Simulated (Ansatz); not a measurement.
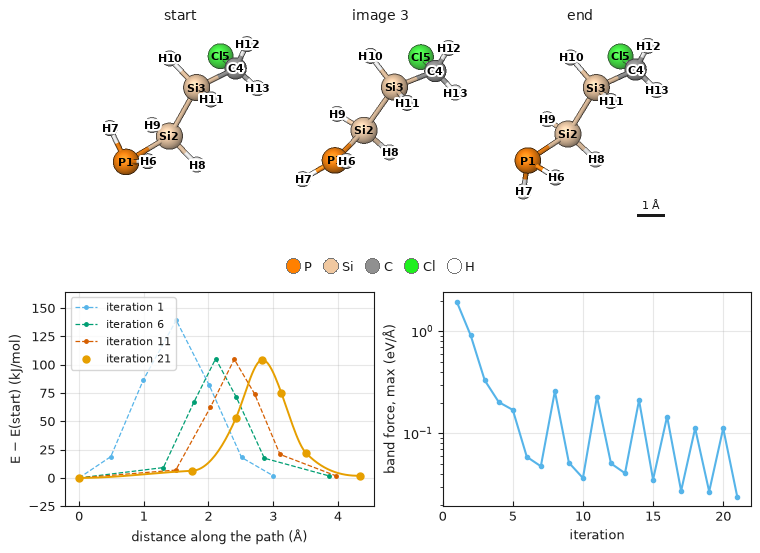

A search for the minimum-energy path of CH8ClPSi2 by the nudged elastic band. Images are numbered from 0 (start) to 6 (end). The plot follows the band through its iterations. The picture is a ball-and-stick view, seen from a free direction.

Method: Ansatz 0.2.0, RKS PBE-D4/cc-pVDZ. Set-up: 5 movable images; climbing image; force threshold 0.05 eV/Å; iteration limit 60; starting path by image-dependent pair potential.

Question: Judge this run.

Answer: The run is converged, with reservations. The band converged in 21 iterations. The largest component of the band force went from 2 to 0.024 eV/Å. The climbing image converged on the top of the path. Its curvatures weren't checked. The first iteration put the highest image at 139.4 kJ/mol. Forward barrier 104.3 kJ/mol, backward barrier 102.5 kJ/mol, with image 3 at the top; the reaction energy is +1.9 kJ/mol.
